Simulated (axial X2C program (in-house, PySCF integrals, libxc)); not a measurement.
**RuCN: the levels of the configuration d7 s0 p(π)0**

Which Ω levels does RuCN have in the configuration d7 s0 p(π)0, and how far apart?

Computed with an in-house X2C program for linear molecules on PySCF integrals. Level: two-component X2C, average-of-configuration Hartree–Fock and CI in the open shells.

All values are calculated.

## Step 1: The job

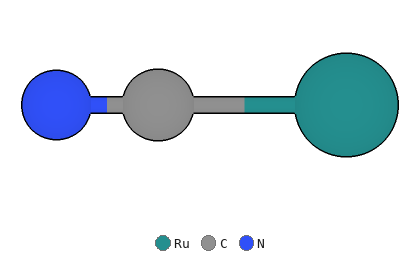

The atoms on one line, bonds 2.149 and 1.160 Å (ruthenium teal, carbon grey, nitrogen blue).

The input, task.json:

```json
{"zs": [44, 6, 7], "q": 0, "bas": ["dyall-v3z", "dyall-v3z", "dyall-av3z"], "r0": 2.0, "metal": 0, "shells": [[2, [0, 1, 2], 7], [0, [0], 0], [1, [1], 0]], "fix": 0, "emax": 3.2, "nroots": 4, "r2": 1.16}
```

Keys: zs atomic numbers; q charge; bas basis sets; r0 starting distance in Å; metal index of the metal atom; shells open shells as [l, |m| values, electrons]; fix electron count of the first shell held; emax energy window in eV; nroots roots for each Ω; r2 second bond in Å, held.

Run with:

```
$ python soci.py task.json out
```

Two-component X2C with atomic mean-field Coulomb and Gaunt terms, basis Ru dyall-v3z, C dyall-v3z, N dyall-av3z (cores contracted in-house). Orbitals come from Hartree–Fock averaged over the configuration Ru d7 s0 p(π)0; CI then distributes these electrons over the d, s, p(π) shells of Ru.

## Step 2: CI at Ru–C–N held linear, bonds 2.149 and 1.160 Å (the second held)

Output:

```text
average of configuration d7 s0 p(π)0
basis functions 226  fitting functions 1217
iter      average energy  largest gradient
   1      -4615.017829764   1.98e+01
   2      -4616.740517931   1.31e+01
   3      -4618.014950553   6.83e+00
   4      -4618.435397721   3.45e+00
   5      -4618.500145444   4.14e-01
   6      -4618.511647390   3.58e-01
   7      -4618.514236070   9.62e-02
   8      -4618.514882919   7.00e-02
   9      -4618.514992142   2.96e-02
  10      -4618.515021905   4.09e-03
  11      -4618.515024895   6.56e-03
  12      -4618.515025549   1.45e-03
  13      -4618.515025717   7.77e-04
  14      -4618.515025750   1.87e-04
  15      -4618.515025757   1.22e-04
  16      -4618.515025760   1.02e-04
  17      -4618.515025761   4.36e-05
  18      -4618.515025761   2.58e-05
  19      -4618.515025761   1.40e-05
converged
CI levels
2*Omega        energy/Eh    cm-1   g(par)  dipole/D  leading shell counts
    9     -4618.59382759        0  11.993   -8.901  {'7 0 0': 1.0}
    1     -4618.59260277      269   1.832   -8.960  {'7 0 0': 0.999}
    3     -4618.59138155      537   5.467   -8.961  {'7 0 0': 0.999}
    7     -4618.59035735      762   8.078   -8.908  {'7 0 0': 1.0}
    5     -4618.58733171     1426   5.305   -8.937  {'7 0 0': 1.0}
    5     -4618.58518908     1896   6.617   -8.954  {'7 0 0': 0.999}
    3     -4618.58357302     2251   1.979   -8.942  {'7 0 0': 0.999}
    3     -4618.58198375     2599   2.453   -8.944  {'7 0 0': 0.999}
    1     -4618.58190410     2617   1.154   -8.977  {'7 0 0': 0.999}
    1     -4618.57889124     3278   2.891   -8.971  {'7 0 0': 0.999}
    7     -4618.57639048     3827   9.895   -9.047  {'7 0 0': 0.999}
    5     -4618.57261699     4655   6.058   -9.041  {'7 0 0': 0.999}
    3     -4618.57000463     5229   2.117   -9.042  {'7 0 0': 0.999}
    1     -4618.56815745     5634   1.867   -9.048  {'7 0 0': 0.999}
    5     -4618.54652831    10381   5.997   -8.795  {'7 0 0': 0.999}
    7     -4618.53741783    12381   7.915   -8.931  {'7 0 0': 0.999}
    9     -4618.52294116    15558   9.853   -9.005  {'7 0 0': 0.999}
    7     -4618.51991780    16221   6.156   -8.977  {'7 0 0': 0.999}
    9     -4618.51260759    17826   9.967   -9.027  {'7 0 0': 0.999}
   11     -4618.50755812    18934  12.002   -9.134  {'7 0 0': 1.0}
    9     -4618.50176758    20205   8.197   -9.129  {'7 0 0': 0.999}
```

Dipoles in the output refer to the first atom as origin.

It took 5.6 s on 1 thread of Arm Neoverse N1, shared host; peak memory 0.41 GiB.

Active spinors (ω > 0; filled shells left out):

```
shell    ω  ε (eV)                   character
    d  3/2   -7.57                    99% Ru d
    d  1/2   -7.46                    96% Ru d
    d  5/2   -7.26                   100% Ru d
    d  3/2   -7.25                    97% Ru d
    d  1/2   -6.54          81% Ru d, 12% Ru s
    s  1/2    2.05  66% Ru s, 24% Ru p, 4% C p
 p(π)  1/2    0.70                    96% Ru p
 p(π)  3/2    0.72                    96% Ru p
```

The levels:

```
   Ω  energy (cm⁻¹)     g∥  μ (D)  configuration
 9/2              0  11.99  -8.90        100% d7
 1/2            269   1.83  -8.96        100% d7
 3/2            537   5.47  -8.96        100% d7
 7/2            762   8.08  -8.91        100% d7
 5/2           1426   5.31  -8.94        100% d7
 5/2           1896   6.62  -8.95        100% d7
 3/2           2251   1.98  -8.94        100% d7
 3/2           2599   2.45  -8.94        100% d7
 1/2           2617   1.15  -8.98        100% d7
 1/2           3278   2.89  -8.97        100% d7
 7/2           3827   9.89  -9.05        100% d7
 5/2           4655   6.06  -9.04        100% d7
 3/2           5229   2.12  -9.04        100% d7
 1/2           5634   1.87  -9.05        100% d7
 5/2          10381   6.00  -8.79        100% d7
 7/2          12381   7.91  -8.93        100% d7
 9/2          15558   9.85  -9.01        100% d7
 7/2          16221   6.16  -8.98        100% d7
 9/2          17826   9.97  -9.03        100% d7
11/2          18934  12.00  -9.13        100% d7
```

g∥ is the magnitude of 2⟨Lz + ge Sz⟩ for the +Ω component. μ is positive if the N end is positive.

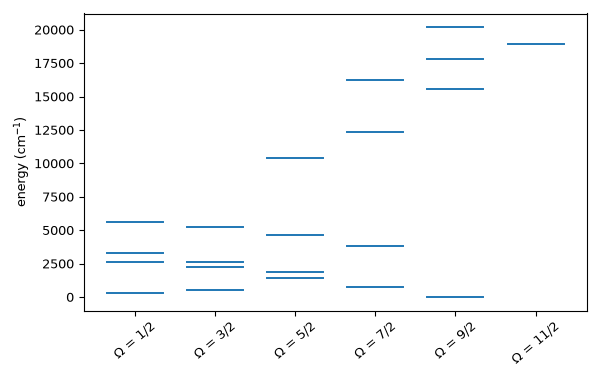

The lowest levels by Ω.

## Step 3: The same at Ru–C–N held linear, bonds 2.418 and 1.160 Å (the second held)

```
  Ω  energy (cm⁻¹)     g∥   μ (D)  configuration
9/2              0  11.99  -10.16        100% d7
1/2            501   1.71  -10.15        100% d7
7/2            690   8.19  -10.17        100% d7
3/2            727   5.00  -10.15        100% d7
5/2           1175   6.10  -10.19        100% d7
5/2           1798   5.80  -10.17        100% d7
3/2           2146   2.47  -10.17        100% d7
1/2           2395   1.38  -10.18        100% d7
3/2           2601   2.34  -10.16        100% d7
7/2           2814   9.79  -10.25        100% d7
```

## Step 4: Curves along the Ru–C bond, the other held

The same input was run at the other distances (logs left out). Energies in cm⁻¹ from the lowest point; levels are followed by energy order within each Ω.

```
R (Å)  (1)Ω=9/2  (1)Ω=1/2  (1)Ω=3/2  (1)Ω=7/2  (1)Ω=5/2  (2)Ω=5/2  (2)Ω=3/2
1.999      1078      1035      1298      1866      2613      3108      3402
2.074       240       380       649      1017      1727      2192      2527
2.149         0       269       537       762      1426      1896      2251
2.235       269       645       905      1011      1617      2122      2483
2.321       955      1405      1650      1674      2222      2778      3137
2.418      2069      2570      2795      2759      3243      3866      4215
2.536      3723      4256      4452      4374      4786      5496      5824
```

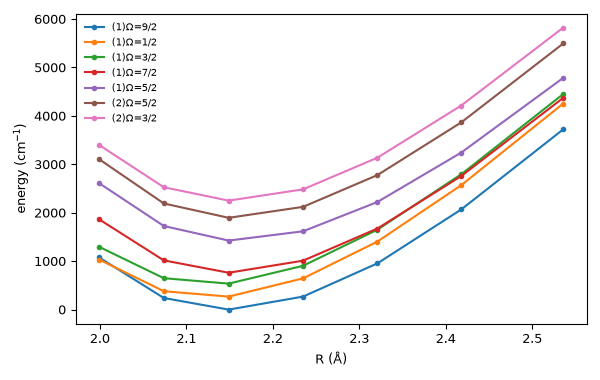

The lowest levels along the scan.

Constants where the minimum is well bracketed:

```
level of the curve  Te (cm⁻¹)  Re (Å)  ωe (cm⁻¹)
          (1)Ω=9/2          0   2.148      359.7
          (1)Ω=1/2        253   2.129      359.1
          (1)Ω=3/2        522   2.129      356.3
          (1)Ω=7/2        762   2.151      356.9
          (1)Ω=5/2       1422   2.159      349.5
          (2)Ω=5/2       1894   2.156      361.1
          (2)Ω=3/2       2250   2.154      357.6
```

## Step 5: What came out

| quantity | value |
| --- | --- |
| lowest level of the model | Ω = 9/2, g∥ = 11.99, 100% d7 |
| next level | Ω = 1/2, 269 cm⁻¹ higher |
| lowest curve, Re and ωe | 2.148 Å, 359.7 cm⁻¹ |

**Reading.** In the lowest level ⟨Sz⟩ = 1.49 and ⟨Lz⟩ = 3.01; its leading determinant has weight 0.85 among 463. From 2.149 to 2.418 Å the gap from the lowest to the fifth level goes from 1426 to 1175 cm⁻¹. Without dynamic correlation distances can be off by several hundredths of an Å, and the wavenumbers are rough. Dynamic correlation is missing, so gaps between terms are too wide and other configurations may lie lower; the lowest level listed is that of this model, not necessarily the ground state. For d shells the ligand-field splittings (σ, π, δ) and their order can be off by a thousand cm⁻¹ or more. At most 4 roots were kept for each Ω > 0 (twice that for Ω = 0) within 3.2 eV of the lowest, so higher up levels can be missing between those listed; levels with Ω > 0 are doubly degenerate and listed once, Ω = 0 levels singly. Some active spinors are only partly of the character that their shell is named for, so the shell names and counts are nominal. States that fill the shells left empty in the average are placed too high. The molecule was held linear; bending was not examined.
